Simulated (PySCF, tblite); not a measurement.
**1-methylallyl acetate (C₆H₁₀O₂): a rotation path, then NMR shifts on frames**

How do NMR shifts of 1-methylallyl acetate (C₆H₁₀O₂) (`C=C[C@@H](C)OC(C)=O`) change as the atoms move?

Computed with tblite 0.8.0 and PySCF 2.14.0, with density-fitted response routines of our own, on a single molecule in the gas phase. Atoms are numbered from 0 throughout.

**1. The starting structure**

18 atoms, charge 0, multiplicity 1; geometry from: GFN2-xTB.

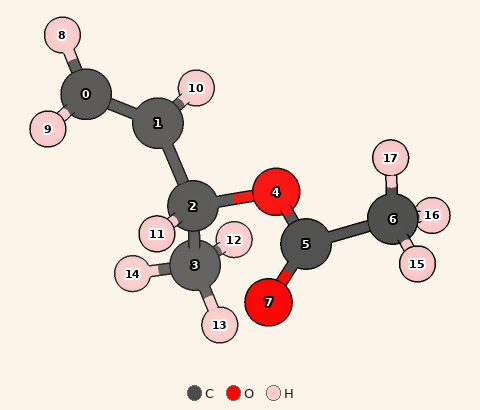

As it starts; carbon dark grey, oxygen red, hydrogen pink, atoms numbered; sticks join atoms by distance.

**2. A band between two rotamers with GFN2-xTB**

The job: settings as JSON, then the geometry in Å.

```
{"job": {"kind": "neb", "xc": "GFN2-xTB", "basis": "xTB", "atoms": [3, 2, 4, 5], "turn": 120}, "charge": 0, "multiplicity": 1}
C     -2.333618     1.714939     0.254253
C     -1.526642     0.955248    -0.460341
C     -0.664794    -0.127420     0.115906
C     -1.136438    -1.507766    -0.341240
O      0.678320     0.103424    -0.347716
C      1.681492    -0.297560     0.434739
C      3.009453     0.049853    -0.189258
O      1.538188    -0.848346     1.494132
H     -2.953375     2.469371    -0.199152
H     -2.412274     1.608769     1.323783
H     -1.446968     1.069498    -1.531958
H     -0.660894    -0.084750     1.212131
H     -1.080728    -1.579910    -1.425022
H     -0.508478    -2.277810     0.100166
H     -2.164219    -1.663116    -0.025369
H      3.814642    -0.330925     0.431254
H      3.068319    -0.378052    -1.186717
H      3.089255     1.130871    -0.277913
```

Level: GFN2-xTB climbing-image nudged elastic band, gas phase.

The run is started by

```
> OMP_NUM_THREADS=1 python probes_run.py task.json out
```

One launch serves the whole session: the jobs run in the order shown.

The log of the run:

```text
image   E - E0 / eV
  0       0.0000
  1       0.0078
  2       0.0396
  3       0.1134
  4       0.1918
  5       0.2003
  6       0.1248
  7       0.0508
  8       0.0350
```

Run time: 5.3 s. Hardware: 1 thread of Arm Neoverse V1, shared host; peak memory 0.19 GiB.

The final band, with the dihedral C3–C2–O4–C5:

```tsv
image	dihedral (°)	energy (eV)	energy (kcal/mol)
0	-89	0.000	0.0
1	-74	0.008	0.2
2	-63	0.040	0.9
3	-46	0.113	2.6
4	-21	0.192	4.4
5	6	0.200	4.6
6	35	0.125	2.9
7	55	0.051	1.2
8	63	0.035	0.8
```

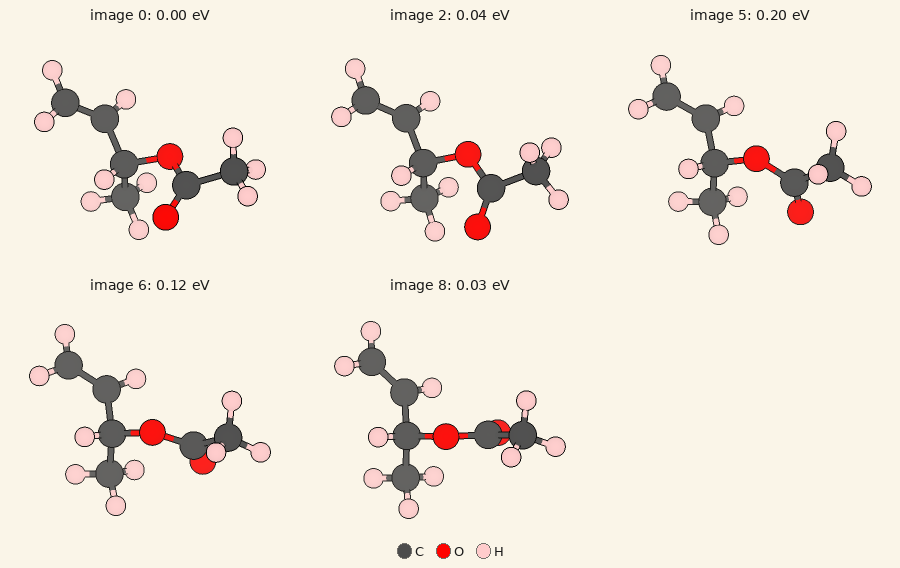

Images along the band.

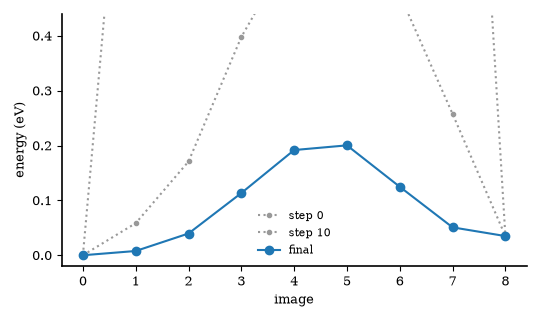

Energy along the band, early and final.

**3. Nuclear shieldings: image 0, PBE0/pcSseg-1**

The job: settings as JSON, then the geometry in Å.

```
{"job": {"kind": "nmr", "xc": "PBE0", "basis": "pcSseg-1", "pop": false}, "charge": 0, "multiplicity": 1}
C     -2.333600     1.714900     0.254300
C     -1.526600     0.955200    -0.460300
C     -0.664800    -0.127400     0.115900
C     -1.136400    -1.507800    -0.341200
O      0.678300     0.103400    -0.347700
C      1.681500    -0.297600     0.434700
C      3.009500     0.049900    -0.189300
O      1.538200    -0.848300     1.494100
H     -2.953400     2.469400    -0.199200
H     -2.412300     1.608800     1.323800
H     -1.447000     1.069500    -1.532000
H     -0.660900    -0.084800     1.212100
H     -1.080700    -1.579900    -1.425000
H     -0.508500    -2.277800     0.100200
H     -2.164200    -1.663100    -0.025400
H      3.814600    -0.330900     0.431300
H      3.068300    -0.378100    -1.186700
H      3.089300     1.130900    -0.277900
```

Level: GIAO PBE0/pcSseg-1 NMR shielding, non-relativistic, gas phase.

The log of the run:

```text
coarse grid: 14888 points
cycle   1  E = -384.3810931290  dE =  1.119e+00  |g| = 9.147e-01  |ddm| = 3.651e+00
cycle   2  E = -384.0907550899  dE =  2.903e-01  |g| = 1.560e+00  |ddm| = 1.628e+00
cycle   3  E = -384.5272171108  dE = -4.365e-01  |g| = 2.872e-01  |ddm| = 1.188e+00
cycle   4  E = -384.5425652659  dE = -1.535e-02  |g| = 7.830e-02  |ddm| = 2.284e-01
cycle   5  E = -384.5434313522  dE = -8.661e-04  |g| = 2.955e-02  |ddm| = 5.557e-02
cycle   6  E = -384.5436127804  dE = -1.814e-04  |g| = 4.933e-03  |ddm| = 2.072e-02
cycle   7  E = -384.5436172038  dE = -4.423e-06  |g| = 2.316e-03  |ddm| = 5.144e-03
final grid: 143384 points
cycle   8  E = -384.6133055750  dE = -3.066e-05  |g| = 1.401e-02  |ddm| = 3.007e-02
cycle   9  E = -384.6132593361  dE =  4.624e-05  |g| = 2.126e-02  |ddm| = 2.104e-02
cycle  10  E = -384.6133426303  dE = -8.329e-05  |g| = 2.396e-03  |ddm| = 1.307e-02
cycle  11  E = -384.6133437095  dE = -1.079e-06  |g| = 5.067e-04  |ddm| = 1.638e-03
cycle  12  E = -384.6133437503  dE = -4.077e-08  |g| = 1.838e-04  |ddm| = 4.426e-04
cycle  13  E = -384.6133437567  dE = -6.424e-09  |g| = 4.745e-05  |ddm| = 1.671e-04
cycle  14  E = -384.6133437572  dE = -4.794e-10  |g| = 1.638e-05  |ddm| = 4.855e-05
converged SCF energy = -384.6133437572

GIAO shielding tensors (ppm)
atom      isotropic    diamagn.    paramagn.     s11        s22        s33       span
  0 C       64.126     254.319    -190.193    -46.996     77.060    162.314    209.311
  1 C       38.996     256.687    -217.690    -81.840     49.458    149.372    231.212
  2 C      110.365     245.274    -134.909     82.258    108.461    140.375     58.116
  3 C      163.166     249.688     -86.523    140.254    164.080    185.163     44.909
  4 O      101.546     405.594    -304.048    -61.282    181.637    184.281    245.563
  5 C       11.696     250.613    -238.916    -90.256     51.920     73.425    163.681
  6 C      162.939     248.313     -85.374    139.709    154.923    194.184     54.476
  7 O     -108.465     404.565    -513.030   -397.615   -215.995    288.215    685.830
  8 H       26.315      28.732      -2.417     23.629     25.295     30.020      6.391
  9 H       26.194      32.100      -5.906     22.713     25.344     30.524      7.812
 10 H       25.429      32.483      -7.054     22.877     24.886     28.524      5.646
 11 H       26.305      34.921      -8.616     23.543     26.617     28.753      5.210
 12 H       30.507      31.423      -0.916     27.361     28.700     35.459      8.098
 13 H       29.933      31.726      -1.794     25.536     29.116     35.146      9.610
 14 H       30.804      30.439       0.366     26.872     28.471     37.070     10.197
 15 H       29.886      27.053       2.832     25.719     28.288     35.650      9.931
 16 H       29.566      28.986       0.581     25.660     29.011     34.027      8.367
 17 H       29.458      28.851       0.607     25.756     28.626     33.991      8.235
```

Run time: 28 s. Hardware: 1 thread of Arm Neoverse V1, shared host; peak memory 0.84 GiB.

The references, computed at this level on geometries of the same kind, shield at (ppm): ¹H TMS 31.72, ¹³C TMS 186.9, ¹⁷O H2O 336.1. Their shielding less the atom's gives the shift. The references are single molecules in the gas phase, so shifts against H2O, NH3, PH3, H3PO4 or CFCl3 are not on the usual liquid scales and can be off by tens of ppm. Each atom is listed at this fixed geometry, with no averaging over motion; a spectrum would average atoms that exchange fast.

```tsv
atoms	environment	σ (ppm)	δ (ppm)
C5	ester carbonyl carbon	11.7	175.2
C1	alkene CH	39.0	147.9
C0	terminal =CH2 carbon	64.1	122.8
C2	allylic sp3 CH bonded to O	110.4	76.6
C6	methyl carbon α to a carbonyl	162.9	24.0
C3	methyl carbon	163.2	23.8
H10	hydrogen on an alkene CH	25.43	6.29
H9	hydrogen on a terminal =CH2 carbon	26.19	5.52
H11	hydrogen on an allylic sp3 CH bonded to O	26.30	5.41
H8	hydrogen on a terminal =CH2 carbon	26.31	5.40
H17	hydrogen on a methyl carbon α to a carbonyl	29.46	2.26
H16	hydrogen on a methyl carbon α to a carbonyl	29.57	2.15
H15	hydrogen on a methyl carbon α to a carbonyl	29.89	1.83
H13	hydrogen on a methyl carbon	29.93	1.78
H12	hydrogen on a methyl carbon	30.51	1.21
H14	hydrogen on a methyl carbon	30.80	0.91
O7	ester carbonyl oxygen	-108.5	444.5
O4	ester alkoxy oxygen	101.5	234.5
```

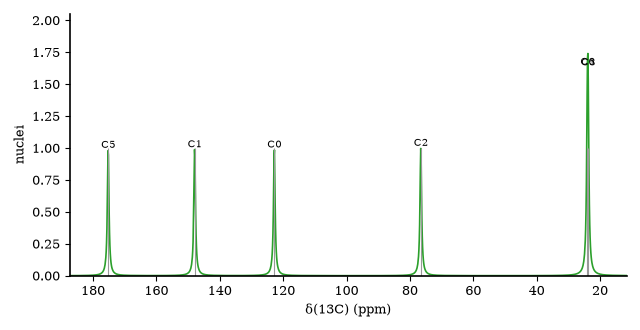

¹³C lines at the computed shifts, without couplings. Lines are broadened to a width of 0.61 ppm (Lorentzian).

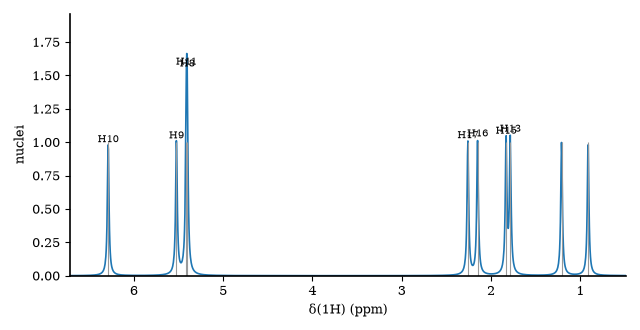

¹H lines at the computed shifts, without couplings. Lines are broadened to a width of 0.02 ppm (Lorentzian).

**4. Nuclear shieldings: image 2, PBE0/pcSseg-1**

The job: settings as JSON, then the geometry in Å.

```
{"job": {"kind": "nmr", "xc": "PBE0", "basis": "pcSseg-1", "pop": false}, "charge": 0, "multiplicity": 1}
C     -2.457500     1.699100     0.099600
C     -1.525400     0.965300    -0.475900
C     -0.649500    -0.026300     0.230400
C     -1.071000    -1.446600    -0.149100
O      0.696400     0.256300    -0.196200
C      1.703000    -0.456800     0.309200
C      3.019100     0.047400    -0.227300
O      1.581200    -1.360600     1.092800
H     -3.078900     2.367200    -0.471700
H     -2.644800     1.659100     1.159800
H     -1.351300     1.018100    -1.541300
H     -0.700000     0.097400     1.319900
H     -0.928600    -1.598300    -1.216700
H     -0.478600    -2.174900     0.397000
H     -2.120700    -1.582700     0.095000
H      3.792500    -0.694800    -0.057600
H      2.926200     0.274100    -1.284900
H      3.279300     0.963500     0.298800
```

Level: GIAO PBE0/pcSseg-1 NMR shielding, non-relativistic, gas phase.

The log of the run:

```text
coarse grid: 14888 points
cycle   1  E = -384.3784515467  dE =  1.126e+00  |g| = 9.148e-01  |ddm| = 3.648e+00
cycle   2  E = -384.0905185116  dE =  2.879e-01  |g| = 1.556e+00  |ddm| = 1.630e+00
cycle   3  E = -384.5245956088  dE = -4.341e-01  |g| = 2.880e-01  |ddm| = 1.195e+00
cycle   4  E = -384.5400125266  dE = -1.542e-02  |g| = 7.737e-02  |ddm| = 2.295e-01
cycle   5  E = -384.5408502357  dE = -8.377e-04  |g| = 2.954e-02  |ddm| = 5.490e-02
cycle   6  E = -384.5410302870  dE = -1.801e-04  |g| = 4.854e-03  |ddm| = 2.057e-02
cycle   7  E = -384.5410345880  dE = -4.301e-06  |g| = 2.216e-03  |ddm| = 5.058e-03
final grid: 143384 points
cycle   8  E = -384.6107082290  dE = -2.671e-05  |g| = 1.408e-02  |ddm| = 2.760e-02
cycle   9  E = -384.6106609565  dE =  4.727e-05  |g| = 2.147e-02  |ddm| = 2.123e-02
cycle  10  E = -384.6107452152  dE = -8.426e-05  |g| = 2.377e-03  |ddm| = 1.323e-02
cycle  11  E = -384.6107462724  dE = -1.057e-06  |g| = 5.153e-04  |ddm| = 1.641e-03
cycle  12  E = -384.6107463155  dE = -4.311e-08  |g| = 1.702e-04  |ddm| = 4.408e-04
cycle  13  E = -384.6107463211  dE = -5.535e-09  |g| = 4.478e-05  |ddm| = 1.577e-04
cycle  14  E = -384.6107463215  dE = -4.175e-10  |g| = 1.657e-05  |ddm| = 4.711e-05
converged SCF energy = -384.6107463215

GIAO shielding tensors (ppm)
atom      isotropic    diamagn.    paramagn.     s11        s22        s33       span
  0 C       66.152     253.878    -187.726    -44.780     78.956    164.279    209.060
  1 C       37.746     256.786    -219.040    -83.639     49.520    147.357    230.995
  2 C      107.307     244.400    -137.093     84.150     98.766    139.006     54.856
  3 C      163.773     251.226     -87.453    142.177    164.566    184.576     42.399
  4 O      106.286     405.370    -299.084    -50.012    182.077    186.793    236.805
  5 C       10.784     250.469    -239.685    -89.742     50.882     71.213    160.955
  6 C      162.669     248.472     -85.803    138.819    155.362    193.827     55.008
  7 O     -117.386     404.560    -521.946   -410.733   -224.946    283.522    694.255
  8 H       26.342      28.642      -2.300     23.594     25.337     30.096      6.502
  9 H       26.265      31.742      -5.477     22.768     25.454     30.574      7.807
 10 H       25.471      32.678      -7.208     22.657     24.972     28.784      6.127
 11 H       26.911      34.177      -7.266     24.173     26.248     30.311      6.139
 12 H       30.764      32.114      -1.350     27.931     28.801     35.561      7.630
 13 H       28.549      32.081      -3.532     22.727     29.140     33.780     11.053
 14 H       30.901      30.911      -0.011     26.885     28.917     36.900     10.015
 15 H       29.916      27.060       2.857     25.953     28.246     35.550      9.597
 16 H       29.640      29.547       0.093     25.426     29.557     33.937      8.511
 17 H       29.407      28.131       1.277     26.170     27.982     34.070      7.900
```

Wall time 28 s (1 thread of Arm Neoverse V1, shared host); peak memory 0.9 GiB.

In short: δ C5 176.1, C1 149.2, C0 120.8, C2 79.6, H10 6.25, H9 5.45 ppm.

(Part 1 of 2 ends here.)
